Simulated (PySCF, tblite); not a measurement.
# C₄H₇BCl₂Si: geometry, infrared bands and NMR shifts

Wanted: the infrared bands and NMR shifts of C₄H₇BCl₂Si (`CC=C=C[SiH2]B(Cl)Cl`), by calculation.

Computed with tblite 0.8.0 and PySCF 2.14.0, with density-fitted response routines of our own, on a single molecule in the gas phase. Atoms count from 0, in the outputs and in this text.

### Step 1. Starting geometry

15 atoms, charge 0, multiplicity 1; geometry from: force field or distance geometry start.

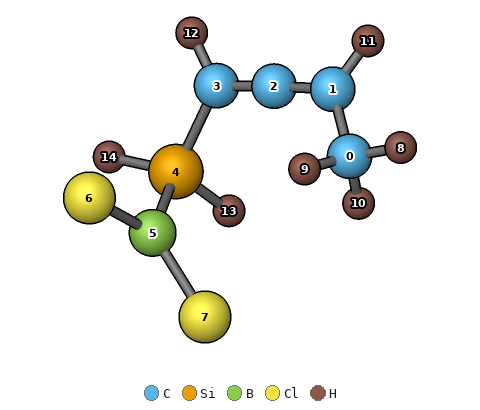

As it starts; carbon blue, silicon amber, boron green, chlorine yellow, hydrogen brown, atoms numbered; sticks join atoms by distance.

### Step 2. Relaxing the molecule with GFN2-xTB

The job: settings as JSON, then the geometry in Å.

```
{"job": {"kind": "relax", "xc": "GFN2-xTB", "basis": "xTB"}, "charge": 0, "multiplicity": 1}
C     -1.555900     1.599700     0.227000
C     -1.227900     0.725800     1.373100
C     -0.301100    -0.205700     1.261900
C      0.603800    -1.110600     1.107900
Si     1.034500    -1.723400    -0.559300
B      1.559700    -0.217900    -1.674600
Cl     2.979300     0.846600    -1.156200
Cl     0.485300     0.324300    -3.055900
H     -2.351300     2.317700     0.527600
H     -0.670500     2.169600    -0.090800
H     -1.939200     0.987800    -0.622300
H     -1.735200     0.842300     2.331700
H      1.122600    -1.500000     1.991600
H     -0.141100    -2.363800    -1.166100
H      2.132600    -2.684400    -0.481600
```

Run with:

```sh
$ OMP_NUM_THREADS=1 python probes_run.py task.json out
```

The driver reads the jobs from task.json and runs them one after another.

Standard output:

```text
step      E/eV     max force
  0    -656.02624    2.143
  1    -656.26502    3.031
  2    -656.48729    1.400
  3    -656.60454    1.212
  4    -656.74584    1.264
  5    -656.85902    1.120
  6    -656.95979    1.190
  7    -657.04248    0.782
  8    -657.09754    0.673
  9    -657.14391    0.723
 10    -657.20130    0.742
 11    -657.25377    0.940
 12    -657.31448    0.982
 13    -657.38627    0.801
 14    -657.44378    0.615
 15    -657.47722    0.611
 16    -657.50538    0.568
 17    -657.52298    0.445
 18    -657.54050    0.390
 19    -657.56182    0.332
 20    -657.57547    0.311
 21    -657.58612    0.289
 22    -657.59493    0.256
 23    -657.60222    0.188
 24    -657.60849    0.213
 25    -657.61392    0.163
 26    -657.61859    0.167
 27    -657.62266    0.194
 28    -657.62631    0.148
 29    -657.62971    0.157
 30    -657.63306    0.136
 31    -657.63649    0.169
 32    -657.64045    0.175
 33    -657.64479    0.159
 34    -657.64895    0.175
 35    -657.65293    0.171
 36    -657.65757    0.202
 37    -657.66352    0.219
 38    -657.67112    0.232
 39    -657.67843    0.215
 40    -657.68397    0.174
 41    -657.68791    0.172
 42    -657.69194    0.192
 43    -657.69670    0.157
 44    -657.70305    0.144
 45    -657.70677    0.151
 46    -657.70935    0.133
 47    -657.71135    0.117
 48    -657.71433    0.143
 49    -657.71814    0.161
 50    -657.72172    0.181
 51    -657.72417    0.144
 52    -657.72603    0.154
 53    -657.72780    0.126
 54    -657.73111    0.119
 55    -657.73304    0.096
 56    -657.73420    0.115
 57    -657.73504    0.115
 58    -657.73605    0.074
 59    -657.73717    0.078
 60    -657.73825    0.085
 61    -657.73946    0.087
 62    -657.74108    0.104
 63    -657.74325    0.140
 64    -657.74579    0.162
 65    -657.74830    0.173
 66    -657.75025    0.120
 67    -657.75160    0.087
 68    -657.75264    0.083
 69    -657.75366    0.090
 70    -657.75472    0.084
 71    -657.75535    0.049
 72    -657.75563    0.030
 73    -657.75573    0.019
 74    -657.75578    0.018
 75    -657.75582    0.016
 76    -657.75587    0.016
 77    -657.75592    0.012
 78    -657.75595    0.012
 79    -657.75597    0.013
 80    -657.75599    0.012
 81    -657.75602    0.012
 82    -657.75605    0.013
 83    -657.75607    0.010
 84    -657.75609    0.013
 85    -657.75612    0.014
 86    -657.75617    0.023
 87    -657.75624    0.028
 88    -657.75632    0.029
 89    -657.75641    0.033
 90    -657.75650    0.031
 91    -657.75660    0.023
 92    -657.75672    0.028
 93    -657.75682    0.022
 94    -657.75689    0.015
 95    -657.75693    0.018
 96    -657.75698    0.020
 97    -657.75706    0.023
 98    -657.75719    0.032
 99    -657.75740    0.041
100    -657.75765    0.046
101    -657.75791    0.044
102    -657.75812    0.043
103    -657.75837    0.045
104    -657.75865    0.043
105    -657.75914    0.067
106    -657.75966    0.067
107    -657.76020    0.064
108    -657.76055    0.076
109    -657.76105    0.095
110    -657.76149    0.059
111    -657.76224    0.106
112    -657.76319    0.089
113    -657.76379    0.076
114    -657.76374    0.112
115    -657.76434    0.061
116    -657.76452    0.040
117    -657.76480    0.038
118    -657.76527    0.047
119    -657.76544    0.035
120    -657.76570    0.025
121    -657.76598    0.032
122    -657.76628    0.040
123    -657.76656    0.052
124    -657.76686    0.053
125    -657.76715    0.062
126    -657.76758    0.039
127    -657.76788    0.048
128    -657.76820    0.037
129    -657.76845    0.042
130    -657.76883    0.042
131    -657.76905    0.055
132    -657.76883    0.104
133    -657.76945    0.040
134    -657.76958    0.034
135    -657.76975    0.029
136    -657.77011    0.033
137    -657.77027    0.040
138    -657.77052    0.051
139    -657.77066    0.038
140    -657.77088    0.040
141    -657.77103    0.024
142    -657.77120    0.029
143    -657.77125    0.021
144    -657.77131    0.017
145    -657.77140    0.029
146    -657.77148    0.028
147    -657.77158    0.031
148    -657.77170    0.037
149    -657.77179    0.026
150    -657.77188    0.029
151    -657.77194    0.019
152    -657.77200    0.019
153    -657.77203    0.013
154    -657.77206    0.015
155    -657.77209    0.013
156    -657.77212    0.016
157    -657.77217    0.016
158    -657.77223    0.022
159    -657.77230    0.019
160    -657.77240    0.022
161    -657.77253    0.025
162    -657.77277    0.030
163    -657.77321    0.048
164    -657.77396    0.064
165    -657.77480    0.100
166    -657.77513    0.110
167    -657.77495    0.132
168    -657.77633    0.065
169    -657.77669    0.052
170    -657.77696    0.029
171    -657.77715    0.035
172    -657.77727    0.029
173    -657.77739    0.037
174    -657.77750    0.046
175    -657.77767    0.042
176    -657.77786    0.043
177    -657.77797    0.047
178    -657.77813    0.033
179    -657.77834    0.032
180    -657.77857    0.032
181    -657.77889    0.031
182    -657.77921    0.043
183    -657.77936    0.063
184    -657.77963    0.066
185    -657.77984    0.039
186    -657.78003    0.037
187    -657.78028    0.046
188    -657.78056    0.035
189    -657.78102    0.051
190    -657.78136    0.044
191    -657.78175    0.047
192    -657.78197    0.055
193    -657.78226    0.058
194    -657.78214    0.077
195    -657.78258    0.040
196    -657.78269    0.063
197    -657.78282    0.041
198    -657.78303    0.027
199    -657.78311    0.019
200    -657.78321    0.019
201    -657.78330    0.022
202    -657.78340    0.019
203    -657.78350    0.044
204    -657.78360    0.028
205    -657.78375    0.025
206    -657.78398    0.030
207    -657.78414    0.038
208    -657.78438    0.036
209    -657.78456    0.043
210    -657.78470    0.046
211    -657.78487    0.042
212    -657.78501    0.023
213    -657.78514    0.021
214    -657.78524    0.022
215    -657.78535    0.020
216    -657.78544    0.021
217    -657.78550    0.024
218    -657.78557    0.030
219    -657.78567    0.031
220    -657.78583    0.042
221    -657.78605    0.048
222    -657.78640    0.055
223    -657.78680    0.066
224    -657.78719    0.095
225    -657.78810    0.062
226    -657.78869    0.047
227    -657.78927    0.052
228    -657.78949    0.064
229    -657.78985    0.039
230    -657.79008    0.040
231    -657.79027    0.036
232    -657.79050    0.029
233    -657.79064    0.021
234    -657.79074    0.021
235    -657.79081    0.019
236    -657.79087    0.024
237    -657.79091    0.016
238    -657.79094    0.017
239    -657.79096    0.014
240    -657.79098    0.011
241    -657.79099    0.011
242    -657.79100    0.007
```

It took 3.3 s on 1 thread of AMD EPYC 7R43, shared host.

Step by step: (not every step is listed)

| step | energy from step 0 (eV) | largest force (eV/Å) |
| --- | --- | --- |
| 0 | 0.0000 | 2.1429 |
| 1 | -0.2388 | 3.0312 |
| 2 | -0.4611 | 1.3999 |
| 3 | -0.5783 | 1.2122 |
| 4 | -0.7196 | 1.2637 |
| 5 | -0.8328 | 1.1202 |
| 6 | -0.9335 | 1.1895 |
| 7 | -1.0162 | 0.7820 |
| 8 | -1.0713 | 0.6731 |
| 30 | -1.6068 | 0.1356 |
| 52 | -1.6998 | 0.1543 |
| 74 | -1.7295 | 0.0185 |
| 96 | -1.7307 | 0.0200 |
| 118 | -1.7390 | 0.0466 |
| 140 | -1.7446 | 0.0397 |
| 162 | -1.7465 | 0.0297 |
| 184 | -1.7534 | 0.0659 |
| 206 | -1.7577 | 0.0296 |
| 228 | -1.7632 | 0.0640 |
| 237 | -1.7647 | 0.0155 |
| 238 | -1.7647 | 0.0173 |
| 239 | -1.7647 | 0.0136 |
| 240 | -1.7647 | 0.0109 |
| 241 | -1.7647 | 0.0106 |
| 242 | -1.7648 | 0.0068 |

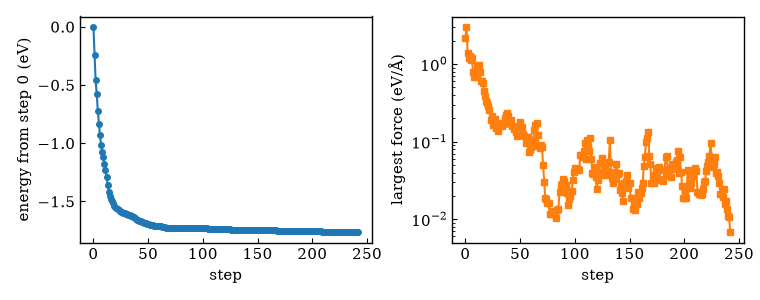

Energy and largest force along the relaxation.

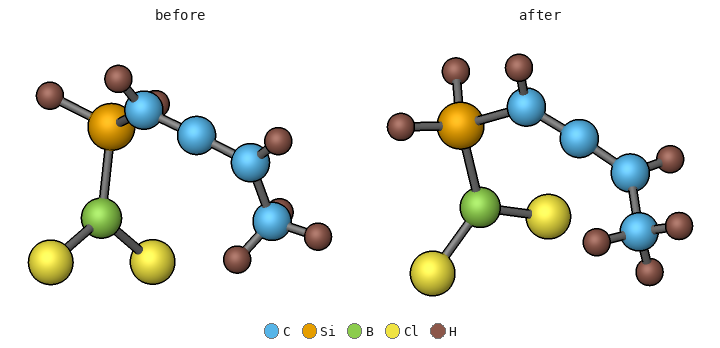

The geometry before (left) and after (right).

Close pairs (by a distance rule), those that changed most:

| bond | before (Å) | after (Å) | change (Å) |
| --- | --- | --- | --- |
| B5–Cl6 | 1.849 | 1.723 | -0.125 |
| B5–Cl7 | 1.832 | 1.722 | -0.110 |
| C3–Si4 | 1.828 | 1.894 | +0.066 |
| Si4–B5 | 1.946 | 1.991 | +0.045 |
| C0–H10 | 1.115 | 1.090 | -0.025 |
| C0–H8 | 1.113 | 1.090 | -0.023 |
| C0–C1 | 1.478 | 1.500 | +0.022 |
| C1–C2 | 1.319 | 1.297 | -0.022 |

The final coordinates are the input of the step that follows.

### Step 3. Vibrational analysis with GFN2-xTB

The job: settings as JSON, then the geometry in Å.

```
{"job": {"kind": "ir", "xc": "GFN2-xTB", "basis": "xTB"}, "charge": 0, "multiplicity": 1}
C     -1.334584     2.064344     0.719306
C     -1.533790     0.584252     0.577452
C     -0.630454    -0.304255     0.854959
C      0.313459    -1.173815     1.052980
Si     1.507597    -1.734108    -0.306023
B      1.267506    -0.559500    -1.895224
Cl     2.525070     0.454492    -2.494957
Cl    -0.249278    -0.451553    -2.703262
H     -2.046811     2.474923     1.434792
H     -0.325747     2.287877     1.057683
H     -1.503016     2.553361    -0.240242
H     -2.510803     0.267843     0.234316
H      0.430597    -1.619488     2.032065
H      1.223471    -3.153901    -0.574753
H      2.862367    -1.682482     0.264927
```

Standard output:

```text
mode    cm-1     km/mol
  1       9.2      0.06
  2      28.3      0.08
  3      45.0      0.19
  4     106.2      0.24
  5     133.0      0.69
  6     139.3      1.18
  7     184.7      0.44
  8     215.1      0.59
  9     236.0      8.83
 10     325.6     10.98
 11     387.0      1.77
 12     439.4     18.63
 13     461.0     37.93
 14     525.5      7.81
 15     564.5      0.65
 16     649.4    111.75
 17     655.8     28.31
 18     708.6     52.52
 19     740.1    251.84
 20     804.0    255.90
 21     845.9      5.78
 22     850.3     12.76
 23     938.7      9.15
 24    1029.3      4.00
 25    1065.5      2.71
 26    1127.9      7.51
 27    1193.0      8.16
 28    1391.1     37.88
 29    1397.3     17.83
 30    1480.0      4.13
 31    1489.2      1.75
 32    2060.0    191.64
 33    2184.5    362.71
 34    2208.6    237.24
 35    2994.2     33.03
 36    3008.6     38.95
 37    3018.2     25.92
 38    3028.6      4.10
 39    3045.2     34.61
```

Run time: 0.85 s. Hardware: 1 thread of AMD EPYC 7R43, shared host.

The strongest bands and the atoms that carry them (share of the mass-weighted mode):

| cm⁻¹ | km/mol | atoms |
| --- | --- | --- |
| 649 | 111.8 | H14 32 %, H13 29 %, C3 16 % |
| 709 | 52.5 | B5 79 % |
| 740 | 251.8 | C3 35 %, Si4 28 %, H14 14 % |
| 804 | 255.9 | H14 47 %, H13 45 % |
| 2060 | 191.6 | C2 66 %, C1 18 %, C3 14 % |
| 2184 | 362.7 | H13 82 %, H14 14 % |
| 2209 | 237.2 | H14 83 %, H13 14 % |
| 3009 | 39.0 | H8 54 %, H10 42 % |

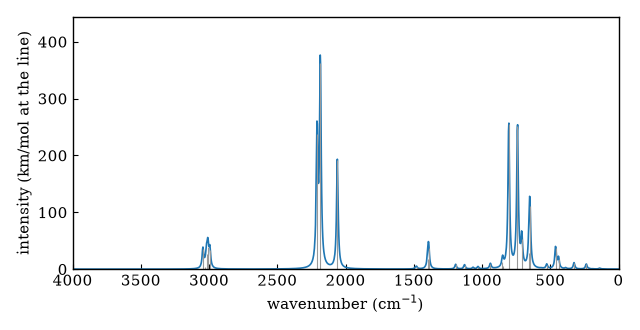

The infrared spectrum from these modes, unscaled. Lines are broadened to a width of 14 cm⁻¹ (Lorentzian).

### Step 4. NMR shieldings: PBE0/pcSseg-1

Settings changed since step 3:

```diff
@@ -1,2 +1,2 @@
-{"job": {"kind": "ir", "xc": "GFN2-xTB", "basis": "xTB"}, "charge": 0, "multiplicity": 1}
+{"job": {"kind": "nmr", "xc": "PBE0", "basis": "pcSseg-1"}, "charge": 0, "multiplicity": 1}
 C     -1.334584     2.064344     0.719306
```

With the program's defaults for keys left out, this is: GIAO PBE0/pcSseg-1 NMR shielding, non-relativistic, gas phase.

Standard output:

```text
coarse grid: 14648 points
cycle   1  E = -1390.5866224962  dE =  9.224e-01  |g| = 3.871e-01  |ddm| = 3.761e+00
cycle   2  E = -1390.5765803307  dE =  1.004e-02  |g| = 4.406e-01  |ddm| = 8.092e-01
cycle   3  E = -1390.6293586188  dE = -5.278e-02  |g| = 5.218e-02  |ddm| = 4.795e-01
cycle   4  E = -1390.6299539810  dE = -5.954e-04  |g| = 2.689e-02  |ddm| = 7.813e-02
cycle   5  E = -1390.6301532369  dE = -1.993e-04  |g| = 5.824e-03  |ddm| = 3.035e-02
cycle   6  E = -1390.6301603295  dE = -7.093e-06  |g| = 2.973e-03  |ddm| = 8.203e-03
final grid: 129064 points
cycle   7  E = -1390.6737590688  dE = -2.989e-05  |g| = 7.538e-03  |ddm| = 3.468e-02
cycle   8  E = -1390.6737449039  dE =  1.416e-05  |g| = 1.016e-02  |ddm| = 1.628e-02
cycle   9  E = -1390.6737721096  dE = -2.721e-05  |g| = 1.939e-03  |ddm| = 1.030e-02
cycle  10  E = -1390.6737730495  dE = -9.400e-07  |g| = 3.611e-04  |ddm| = 1.911e-03
cycle  11  E = -1390.6737730847  dE = -3.515e-08  |g| = 6.389e-05  |ddm| = 4.420e-04
cycle  12  E = -1390.6737730854  dE = -7.269e-10  |g| = 3.658e-05  |ddm| = 8.430e-05
cycle  13  E = -1390.6737730857  dE = -3.211e-10  |g| = 6.112e-06  |ddm| = 3.214e-05
converged SCF energy = -1390.6737730857

GIAO shielding tensors (ppm)
atom      isotropic    diamagn.    paramagn.     s11        s22        s33       span
  0 C      170.125     248.752     -78.627    162.873    164.082    183.419     20.545
  1 C      100.577     261.679    -161.103     16.183    120.751    164.795    148.612
  2 C      -36.877     262.829    -299.706    -81.557    -47.589     18.515    100.072
  3 C      111.201     266.944    -155.742     29.557    130.648    173.400    143.844
  4 Si     425.568     880.045    -454.477    394.732    430.996    450.976     56.244
  5 B       26.980     194.847    -167.867    -37.566     21.488     97.018    134.584
  6 Cl     545.433    1148.040    -602.607    158.638    599.592    878.069    719.431
  7 Cl     541.645    1149.878    -608.232    151.933    570.129    902.874    750.940
  8 H       29.859      27.927       1.932     25.301     27.235     37.040     11.739
  9 H       30.190      31.259      -1.069     26.594     29.538     34.437      7.843
 10 H       29.978      30.245      -0.266     25.467     28.889     35.579     10.112
 11 H       26.592      31.653      -5.061     24.257     27.446     28.071      3.815
 12 H       26.621      29.445      -2.824     23.312     26.806     29.744      6.432
 13 H       27.264      27.746      -0.482     24.685     24.932     32.176      7.491
 14 H       27.470      28.340      -0.870     24.072     25.996     32.342      8.270
```

Run time: 41 s. Hardware: 1 thread of AMD EPYC 7R43, shared host; peak memory 0.9 GiB.

Shifts follow as δ = σ(reference) − σ, with reference shieldings (ppm) from runs at the same level and on the same kind of geometry: 1H TMS 31.72, 13C TMS 186.9, 29Si TMS 349.2, 11B BF3·OEt2 100.1, 35Cl HCl 950. The references are single molecules in the gas phase. Atoms listed in one row are averaged.

| atoms | environment | σ (ppm) | δ (ppm) | δ scaled to CDCl3 |
| --- | --- | --- | --- | --- |
| C2 | central carbon of an allene | -36.9 | 223.8 | 216.5 |
| C1 | terminal carbon of a cumulated C=C=C unit | 100.6 | 86.3 | 82.4 |
| C3 | terminal carbon of a cumulated C=C=C unit | 111.2 | 75.7 | 72.0 |
| C0 | allylic methyl carbon | 170.1 | 16.8 | 14.5 |
| H11 | hydrogen on a terminal carbon of a cumulated C=C=C unit | 26.59 | 5.13 | 4.94 |
| H12 | hydrogen on a terminal carbon of a cumulated C=C=C unit | 26.62 | 5.10 | 4.91 |
| H13, H14 | hydrogen on a silicon bonded to C, B | 27.37 | 4.35 | – |
| H8, H9, H10 | hydrogen on an allylic methyl carbon | 30.01 | 1.71 | 1.72 |
| Si4 | silicon bonded to C, B, 2 H | 425.6 | -76.4 | – |
| B5 | boron bonded to 2 Cl, Si | 27.0 | 73.1 | – |
| Cl6, Cl7 | chlorine bonded to B | 544 | 406 | – |

The scaled column applies a straight-line fit of computed shieldings to shifts measured in CDCl3, with any fitted terms for Cl, Br or S neighbours (root-mean-square error 0.16 ppm for H, 1.9 ppm for C).

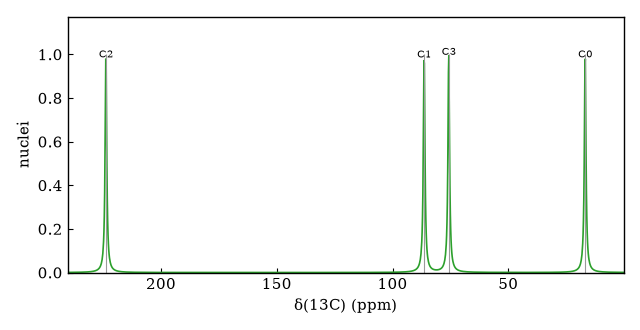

13C lines at the computed shifts, without couplings. Lines are broadened to a width of 0.83 ppm (Lorentzian).

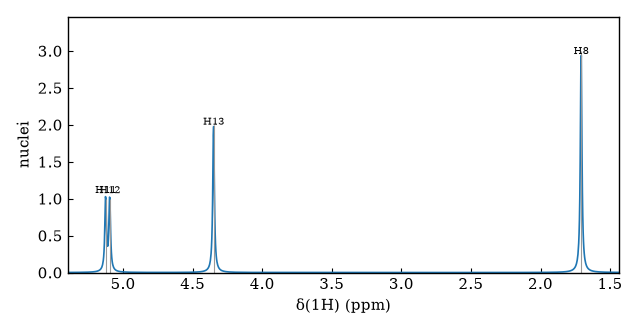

1H lines at the computed shifts, without couplings. Lines are broadened to a width of 0.01 ppm (Lorentzian).

The run also stored atomic charges by several schemes (e):

| atoms | Mulliken | IAO | Hirshfeld | ESP fit |
| --- | --- | --- | --- | --- |
| C0 | -0.22 | -0.41 | -0.11 | -0.33 |
| C1 | -0.27 | -0.20 | -0.06 | 0.09 |
| C2 | -0.03 | 0.03 | 0.00 | -0.23 |
| C3 | -0.43 | -0.47 | -0.16 | -0.26 |
| Si4 | 0.64 | 0.62 | 0.25 | 0.37 |
| B5 | 0.07 | -0.12 | 0.08 | 0.14 |
| Cl6, Cl7 | -0.15 | -0.01 | -0.04 | -0.09 |

Hirshfeld charges:

C0 -0.11; C1 -0.06; C2 0.00; C3 -0.16; Si4 0.25; B5 0.08; Cl6 -0.05; Cl7 -0.04; H8 0.05; H9 0.04; H10 0.05; H11 0.05; H12 0.05; H13 -0.08; H14 -0.08

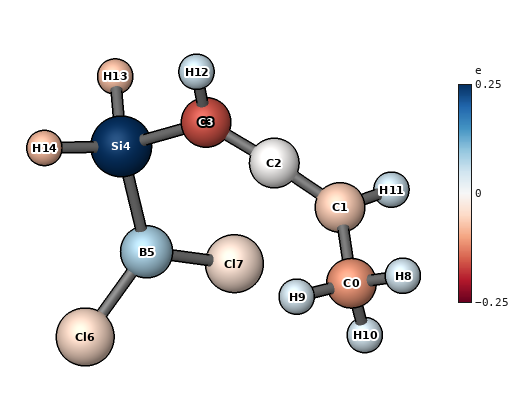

Hirshfeld charges, as colours on the atoms.

Mayer bond orders: C0–C1 1.06, C1–C2 1.90, C2–C3 2.01, C3–Si4 0.86, Si4–B5 0.88, B5–Cl6 1.17, B5–Cl7 1.17.

The fields below are evaluated on a grid from the run's orbitals.

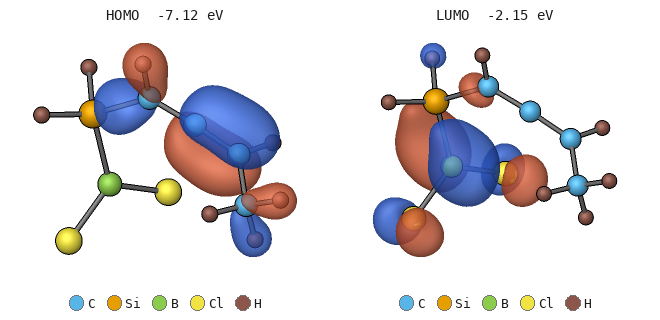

PBE0/pcSseg-1 orbitals near the gap, drawn at the value that encloses 70 % of each; the two colours are the two signs.

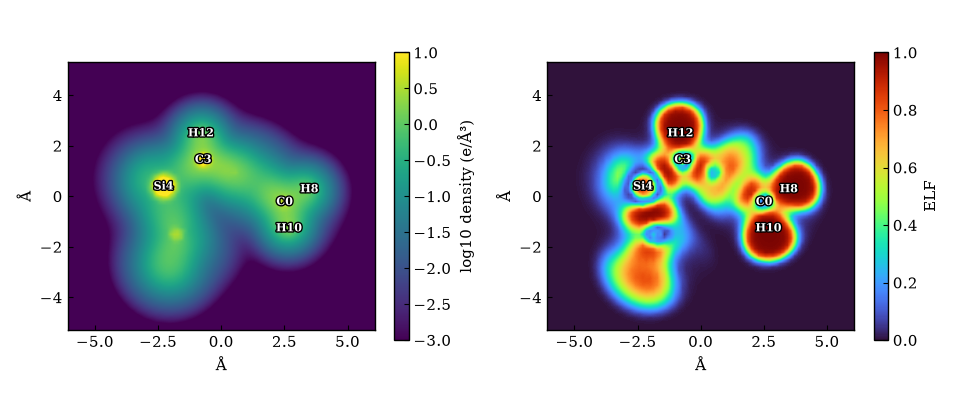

Density (left) and ELF (right) in a plane through or near 6 of the atoms.

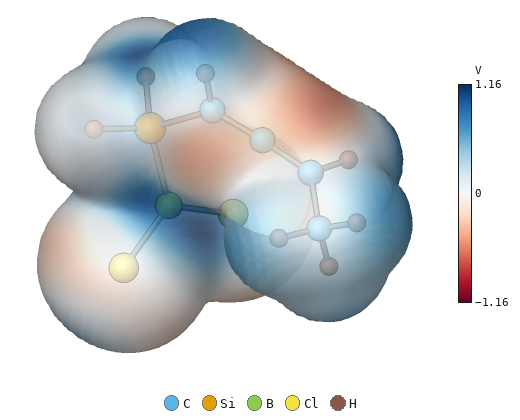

Electrostatic potential on the surface of density 0.002 e/bohr³; red is low, blue high. It runs from -0.52 V near C2 to 1.16 V near B5.

### Step 5. Results

| quantity | value |
| --- | --- |
| strongest single infrared mode (GFN2-xTB) | 2184 cm⁻¹, 363 km/mol |
| zero-point energy (GFN2-xTB) | 59.6 kcal/mol |
| 13C shifts against TMS (PBE0/pcSseg-1) | 223.8, 86.3, 75.7, 16.8 ppm |
| 1H shifts against TMS (PBE0/pcSseg-1, means over atoms taken as alike) | 5.13, 5.10, 4.35, 1.71 ppm |
| 29Si shifts against TMS (PBE0/pcSseg-1) | -76.4 ppm |
| 11B shifts against BF3·OEt2 (PBE0/pcSseg-1) | 73.1 ppm |
| 35Cl shifts against HCl (PBE0/pcSseg-1, means over atoms taken as alike) | 406 ppm |
| surface potential, least and greatest | -0.52 V and 1.16 V |

In words: Over 242 steps the energy fell by 1.765 eV; of the close pairs, B5–Cl6 changed most, 1.849 to 1.723 Å. All 39 modes are real, so the xTB geometry is a minimum. The strongest single mode, at 2184 cm⁻¹, moves mainly H13. Unscaled tight-binding wavenumbers are off by several per cent, some by more. Its intensities can rank the bands wrongly. C2 (central carbon of an allene) lies farthest downfield among carbon, at 223.8 ppm; the central sp carbon of an allene is among the most deshielded carbons of hydrocarbons. At PBE0/pcSseg-1: The largest span, 735 ppm, is at Cl6, Cl7, where the paramagnetic term is -605 ppm. By nearest atom (PBE0/pcSseg-1), the HOMO sits on C1, C2 about 31 % each; C3 7 % and the LUMO on B5 57 %; Cl6, Cl7 about 12 % each.
